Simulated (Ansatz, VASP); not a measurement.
# NaI in two plane-wave programs

Wanted: the spread between two codes on one cell, functional and k mesh. The cell is taken from a series of VASP runs on this material, whose earlier steps may have relaxed, scaled or displaced it; both programs get it as it stands. Other levels of theory on this material are compared in a session of their own. Valence electrons are named where the data sets of a main pair hold unlike numbers.

Calculated with Ansatz 0.2.0; plane waves, with VASP 6.6.1 beside it; band structure at LDA, spin-orbit coupling.

## 1. Starting point

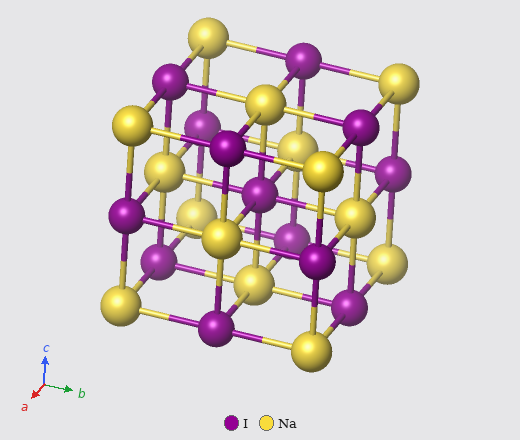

The starting structure, seen from a free direction (iodine purple, sodium yellow). This picture shows the conventional cell, with its axes. Some periodic images of atoms are drawn too.

## 2. VASP: band structure, LDA, spin-orbit coupling

The same path points are solved in both programs, so levels can be compared one by one.

Lines of VASP's logs that name or quote its potential files are left out, and so is its time.

INCAR

```
SYSTEM = NaI
PREC = Accurate
ENCUT = 350
EDIFF = 1E-06
NELM = 100
ISMEAR = 0
SIGMA = 0.03
LREAL = .FALSE.
ALGO = Normal
GGA = CA
LNONCOLLINEAR = .TRUE.
MAGMOM = 0 0 0 0 0 0
NBANDS = 26
GGA_COMPAT = .FALSE.
LASPH = .TRUE.
LSORBIT = .TRUE.
LORBIT = 11
LWAVE = .FALSE.
LCHARG = .FALSE.
KPAR = 4
```

POSCAR

```
NaI
1.0
    0.0000000000      3.2364000000      3.2364000000
    3.2364000000      0.0000000000      3.2364000000
    3.2364000000      3.2364000000      0.0000000000
I Na
1 1
Direct
    0.5000000000      0.5000000000      0.5000000000
    0.0000000000      0.0000000000      0.0000000000
```

KPOINTS

```
Automatic mesh
0
Gamma
6 6 6
0 0 0
```

KPOINTS_OPT

```
Line mode
10
Line-mode
Reciprocal
  0.00000000   0.00000000   0.00000000 GAMMA
  0.50000000   0.00000000   0.50000000 X

  0.50000000   0.00000000   0.50000000 X
  0.50000000   0.25000000   0.75000000 W

  0.50000000   0.25000000   0.75000000 W
  0.37500000   0.37500000   0.75000000 K

  0.37500000   0.37500000   0.75000000 K
  0.00000000   0.00000000   0.00000000 GAMMA

  0.00000000   0.00000000   0.00000000 GAMMA
  0.50000000   0.50000000   0.50000000 L

  0.50000000   0.50000000   0.50000000 L
  0.62500000   0.25000000   0.62500000 U

  0.62500000   0.25000000   0.62500000 U
  0.50000000   0.25000000   0.75000000 W

  0.50000000   0.25000000   0.75000000 W
  0.50000000   0.50000000   0.50000000 L

  0.50000000   0.50000000   0.50000000 L
  0.37500000   0.37500000   0.75000000 K

  0.62500000   0.25000000   0.62500000 U
  0.50000000   0.00000000   0.50000000 X
```

PAW data sets: I and Na_pv (LDA family, release 64).

Run with:

```bash
$ mpirun -np 4 vasp_ncl
```

Numbers of over 12 decimals in the logs are rounded to 6 here.

The log of the run:

```text
[banner, memory and clock lines left out]
running    4 mpi-ranks, on    1 nodes
 distrk:  each k-point on    1 cores,    4 groups
 distr:  one band on    1 cores,    1 groups

 POSCAR found type information on POSCAR I Na
 POSCAR found :  2 types and       2 ions
 LDA part: xc-table for (Slater(with rela. corr.)+CA(PZ))
 , standard interpolation
 POSCAR, INCAR and KPOINTS ok, starting setup
 FFT: planning ... GRIDC
 FFT: planning ... GRID_SOFT
 FFT: planning ... GRID
 WAVECAR not read
 entering main loop
       N       E                     dE             d eps       ncg     rms          rms(c)
DAV:   1     0.872492106750E+02    0.87249E+02   -0.52766E+03   928   0.726E+02
DAV:   2     0.168236708513E+01   -0.85567E+02   -0.81531E+02   908   0.211E+02
DAV:   3    -0.597673718965E+01   -0.76591E+01   -0.76082E+01  1076   0.720E+01
DAV:   4    -0.618511132853E+01   -0.20837E+00   -0.20824E+00  1012   0.118E+01
DAV:   5    -0.619027645822E+01   -0.51651E-02   -0.51649E-02  1104   0.175E+00    0.356E+00
DAV:   6    -0.612612621309E+01    0.64150E-01   -0.62116E-02  1002   0.173E+00    0.219E+00
DAV:   7    -0.611314462624E+01    0.12982E-01   -0.21530E-02  1006   0.811E-01    0.158E+00
DAV:   8    -0.611143628927E+01    0.17083E-02   -0.62068E-03  1012   0.519E-01    0.375E-01
DAV:   9    -0.611104083015E+01    0.39546E-03   -0.10101E-03   874   0.253E-01    0.829E-02
DAV:  10    -0.611104442955E+01   -0.35994E-05   -0.50784E-05  1046   0.497E-02    0.473E-02
DAV:  11    -0.611104406619E+01    0.36336E-06   -0.37481E-06  1056   0.277E-02
   1 F= -.61110441E+01 E0= -.61110441E+01  d E =-.551478E-20  mag=     0.0000     0.0000    -0.0000
 Start KPOINTS_OPT (optional k-point list driver)
k-point batch [1-16\100]
       N       E                     dE             ncg
DAV:   1    -0.935479598592E+03   -0.45942E+04      936
DAV:   2    -0.231472840829E+04   -0.13792E+04      906
DAV:   3    -0.243514578494E+04   -0.12042E+03     1100
DAV:   4    -0.243836559050E+04   -0.32198E+01     1038
DAV:   5    -0.243843534507E+04   -0.69755E-01     1118
DAV:   6    -0.243843681299E+04   -0.14679E-02     1034
DAV:   7    -0.243843685260E+04   -0.39615E-04     1136
DAV:   8    -0.243843685316E+04   -0.55558E-06      712
[...]
k-point batch [97-100\100]
       N       E                     dE             ncg
DAV:   1     0.394475347713E+04   -0.16947E+04      232
DAV:   2     0.361867922988E+04   -0.32607E+03      218
DAV:   3     0.359022632666E+04   -0.28453E+02      272
DAV:   4     0.358946985856E+04   -0.75647E+00      280
DAV:   5     0.358945376044E+04   -0.16098E-01      276
DAV:   6     0.358945341908E+04   -0.34136E-03      280
DAV:   7     0.358945340721E+04   -0.11869E-04      276
DAV:   8     0.358945340698E+04   -0.23345E-06      200
```

OUTCAR, selected parts (step 2):

```text
ion  position               nearest neighbor table
   1  0.500  0.500  0.500-
   2  0.000  0.000  0.000-

  LATTYP: Found a face centered cubic cell.
 ALAT       =     6.4728000000

 Subroutine GETGRP returns: Found 48 space group operations
 (whereof 48 operations were pure point group operations)

The static configuration has the point symmetry O_h .

 Found     16 irreducible k-points:

   k-points           NKPTS =     16   k-points in BZ     NKDIM =     16   number of bands    NBANDS=     26

   dimension x,y,z NGX =    28 NGY =   28 NGZ =   28
   dimension x,y,z NGXF=    56 NGYF=   56 NGZF=   56

   ENCUT  =  350.0 eV  25.72 Ry    5.07 a.u.   6.98  6.98  6.98*2*pi/ulx,y,z

   NELECT =      14.0000    total number of electrons

 k-points in reciprocal lattice and weights: Automatic mesh
   0.00000000  0.00000000  0.00000000       0.005
   0.16666667  0.00000000  0.00000000       0.037
   0.33333333  0.00000000  0.00000000       0.037
   0.50000000  0.00000000  0.00000000       0.019
   0.16666667  0.16666667  0.00000000       0.028
   0.33333333  0.16666667  0.00000000       0.111
   0.50000000  0.16666667  0.00000000       0.111
  -0.33333333  0.16666667  0.00000000       0.111
  -0.16666667  0.16666667  0.00000000       0.056
[...]
-0.33333333  0.33333333  0.16666667       0.111
  -0.33333333  0.50000000  0.16666667       0.056

 average (electrostatic) potential at core
       1 -93.9965       2 -46.1524

 E-fermi :   1.1455

 k-point     1 :       0.0000    0.0000    0.0000
  band No.  band energies     occupation
    ...
     10      -0.1140      1.00000
     11       0.9609      1.00000
     12       0.9609      1.00000
     13       0.9609      1.00000
     14       0.9609      1.00000
     15       3.9636      0.00000
     16       3.9636      0.00000
     17       8.3990      0.00000
     18       8.3990      0.00000
     19       8.3990      0.00000
    ...

 k-point     2 :       0.1667    0.0000    0.0000
  band No.  band energies     occupation
    ...
     10      -0.4770      1.00000
     11       0.4742      1.00000
     12       0.4742      1.00000
     13       0.8783      1.00000
     14       0.8783      1.00000
     15       4.8089      0.00000
     16       4.8089      0.00000
     17       7.8976      0.00000
     18       7.8976      0.00000
     19       8.5779      0.00000
    ...

 k-point     3 :       0.3333    0.0000    0.0000
  band No.  band energies     occupation
    ...
     10      -1.3306      1.00000
     11       0.1406      1.00000
     12       0.1406      1.00000
     13       0.7254      1.00000
     14       0.7254      1.00000
     15       5.4782      0.00000
     16       5.4782      0.00000
     17       8.1391      0.00000
     18       8.1391      0.00000
     19       8.1705      0.00000
    ...

  Total       -0.6828090     -0.6828090     -0.6828090      0.0000000      0.0000000     -0.0000000
  in kB      -16.1359010    -16.1359010    -16.1359010      0.0000000      0.0000000     -0.0000000
  external PRESSURE =     -16.1359010 kB  Pullay stress =       0.0000000 kB

  energy-cutoff  :      350.00
  volume of cell :       67.80
      direct lattice vectors                 reciprocal lattice vectors
     0.000000000  3.236400000  3.236400000    -0.154492646  0.154492646  0.154492646
     3.236400000  0.000000000  3.236400000     0.154492646 -0.154492646  0.154492646
     3.236400000  3.236400000  0.000000000     0.154492646  0.154492646 -0.154492646

 POSITION                                       TOTAL-FORCE (eV/Angst)
 -----------------------------------------------------------------------------------
      3.23640      3.23640      3.23640         0.000000      0.000000      0.000000
      0.00000      0.00000      0.00000         0.000000     -0.000000     -0.000000
 -----------------------------------------------------------------------------------
    total drift:                                0.000000      0.000000      0.000000

  FREE ENERGIE OF THE ION-ELECTRON SYSTEM (eV)
  ---------------------------------------------------
  free  energy   TOTEN  =        -6.1110440662 eV

  energy  without entropy=       -6.1110440662  energy(sigma->0) =       -6.11104407

 Spin-Orbit-Coupling matrix elements
 Ion:    1  E_soc:     -0.2621929
 Ion:    2  E_soc:     -0.0007942

 total charge
# of ion       s       p       d       tot
------------------------------------------
    1        1.500   2.837   0.003   4.340
    2        0.045   5.970   0.000   6.015
--------------------------------------------------
tot          1.545   8.807   0.003  10.355

 magnetization (x)
# of ion       s       p       d       tot
------------------------------------------
    1       -0.000   0.000  -0.000  -0.000
    2       -0.000   0.000   0.000  -0.000
--------------------------------------------------
tot         -0.000   0.000  -0.000  -0.000

 magnetization (y)
# of ion       s       p       d       tot
------------------------------------------
    1       -0.000   0.000   0.000  -0.000
    2       -0.000   0.000   0.000  -0.000
--------------------------------------------------
tot         -0.000   0.000   0.000  -0.000

 magnetization (z)
# of ion       s       p       d       tot
------------------------------------------
    1       -0.000  -0.000   0.000  -0.000
    2       -0.000   0.000   0.000  -0.000
--------------------------------------------------
tot         -0.000  -0.000   0.000  -0.000

[... 3 further parts left out ...]
```

The run ends at a pressure of -1.61 GPa.

[end of part 1 of 2]

[Lines on the potential files, build, host, timing and source positions are cut from VASP's logs without a mark.]

[Logs are printed without paths, hosts, clocks, repeated set-up lines and the standing remarks that a program may print on its own settings, such as how far it seeks lower states.]

[Hosts, paths, dates, database ids (printed as entryN), source tags and the programs' standing remarks are cut or masked in the printed files.]
